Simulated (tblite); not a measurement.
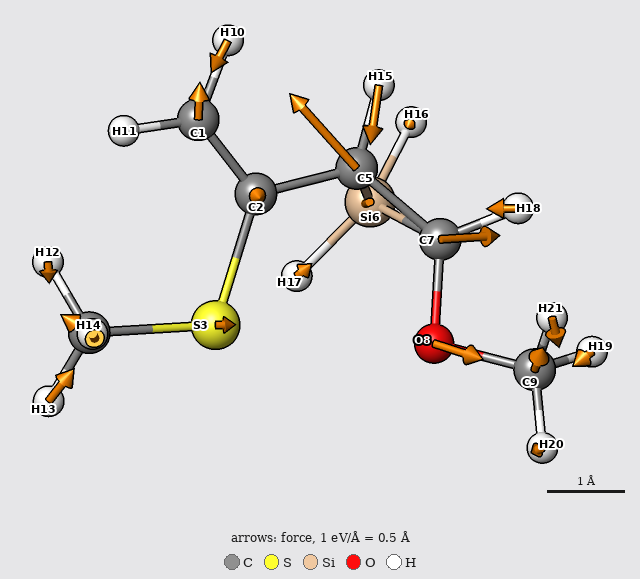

Starting geometry of C₆H₁₂OSSi with the computed forces as orange arrows. Style: ball-and-stick. Shown at a tilt.

These are results of tblite 0.8.0, GFN2-xTB geometry optimisation, gas phase, not measurements. 

Is this structure relaxed? If not, where do the atoms go?

It isn't relaxed: the largest force vector, on a C atom, is 2.72 eV/Å. The final displacements have little in common with the starting forces (cosine between the two patterns 0.21). The largest move after the best rigid fit is that of an H atom, 1.52 Å. By element the largest moves are H 1.52 Å, O 1.00 Å, S 0.45 Å, C 0.41 Å, Si 0.19 Å. Some distances before and after: S–Si 3.473 → 3.342 Å, C–C 1.458 → 1.533 Å, C–H 1.141 → 1.086 Å, C–H 1.121 → 1.085 Å. Bond angles that change, for instance: C–O–C 103.4° → 113.9°, Si–C–O 111.8° → 121.9°, Si–C–H 110.1° → 118.7°. Groups turn about C–O by about 65°, C–S by about 25°. Over 134 geometry steps the energy falls by 22.1 kcal/mol.
